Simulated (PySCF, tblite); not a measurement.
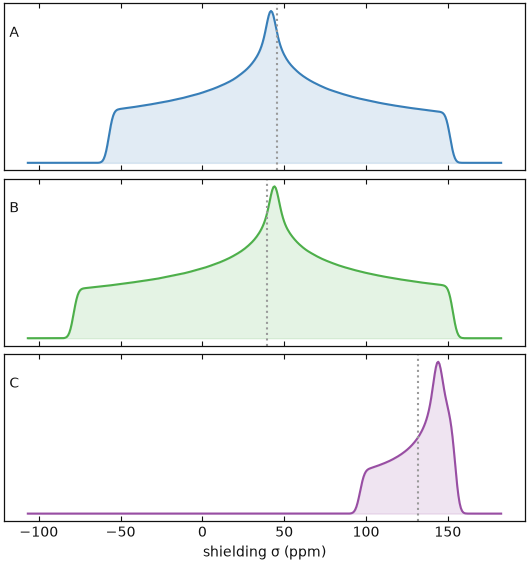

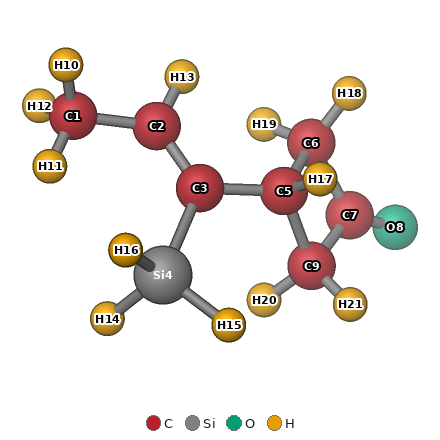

Static powder patterns (¹³C) from GIAO shielding tensors of C₇H₁₂OSi, SMILES C/C=C(\[SiH3])C1CC(=O)C1, PBE0/pcSseg-1 in PySCF 2.14.0, at a GFN2-xTB geometry (a minimum by its frequencies); absolute shielding, one fixed geometry of the isolated molecule without any motion, no dipolar terms. The dotted line is the isotropic value; skew is 3(σiso − σ22)/span.

Q: The panels belong to C2, C3 and C9. Which is which?

A: panel A: C3, σ11, σ22, σ33 = −57, 42, 151 ppm, isotropic 45, span 209 ppm, skew 0.05; panel B: C2, σ11, σ22, σ33 = −79, 44, 153 ppm, isotropic 39, span 232 ppm, skew −0.06; panel C: C9, σ11, σ22, σ33 = 96, 144, 155 ppm, isotropic 132, span 58 ppm, skew −0.63.

Known limits of this run: the tight-binding geometry is rougher than a DFT one and adds to the error; one conformer of a flexible molecule.
